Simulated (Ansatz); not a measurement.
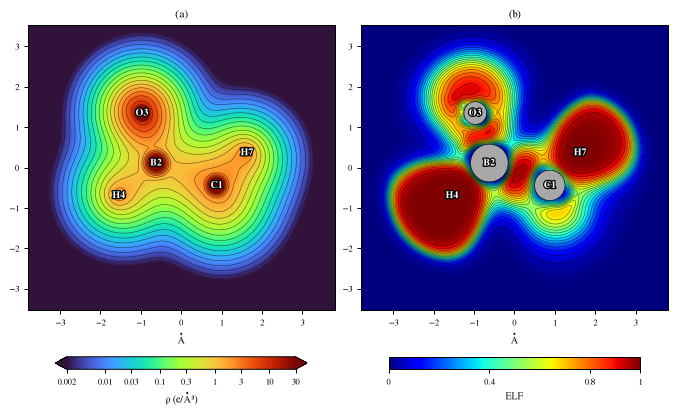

Figure. CH₄BO (SMILES CB[O]) (doublet). (a) total electron density; (b) electron localisation function on the plane of atoms C1, B2 and O3. Grey discs cover the atomic cores in the ELF map.

Geometry: B3LYP-D3(BJ)/def2-SVP.

Method: isolated molecule in a Gaussian basis; Kohn-Sham density functional theory, functional PBE0 in Ansatz.

```yaml
atoms:
  - { symbol: C, position_ang: [-0.8733, -0.1796, 0.8864] }
  - { symbol: B, position_ang: [0.6269, 0.1726, 0.4724] }
  - { symbol: O, position_ang: [1.6910, -0.3386, 0.9815] }
  - { symbol: H, position_ang: [0.8223, 1.0079, -0.4142] }
  - { symbol: H, position_ang: [-1.4072, -0.5444, -0.0059] }
  - { symbol: H, position_ang: [-1.3715, 0.7456, 1.2185] }
  - { symbol: H, position_ang: [-0.9190, -0.9342, 1.6830] }
```

> Describe what can be read from this map.

Atoms in the plane: C, B, O and H. B–O (1.29 Å): ρ at the midpoint is about 2.6 e/Å³; the ELF peaks at about 0.90 between the atoms (a polar covalent bond). C–B (1.60 Å): ρ at the midpoint is about 1.3 e/Å³; the ELF peaks at about 0.95 between the atoms; a covalent bond. C–H (1.10 Å): ρ at the midpoint is about 2 e/Å³; the ELF climbs to about 1 towards the hydrogen, as it does in any bond to H: a covalent bond by its length. B–H (1.23 Å): ρ at the midpoint is about 1.1 e/Å³; the ELF climbs to about 1 towards the hydrogen: a covalent bond by its length. The ELF also peaks beside O3, away from the bonds: non-bonding electrons, paired or unpaired.
